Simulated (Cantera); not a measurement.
Input: 1 mol SiHCl3, a varied amount of Cl2, 340 mol H2, equilibrated at 875 K and 100000 Pa.

Equilibrium computed with Cantera from the NASA thermochemical tables; the gas is ideal and each condensed phase is pure. Candidate condensed phases: Si; 19 gas species. Equilibrium is a limit: real reactors are often held back by kinetics, nucleation or transport.

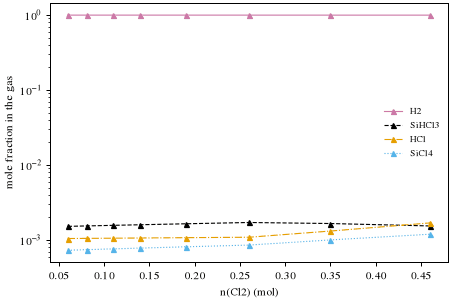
Figure. Equilibrium gas composition (values under 1e-9 drawn at 1e-9)

**Question.** Read off the mole fractions at 0.46 mol Cl2.

**Answer.** H2 about 1.00, HCl about 0.0017, SiHCl3 about 0.0015, SiCl4 about 0.0012.
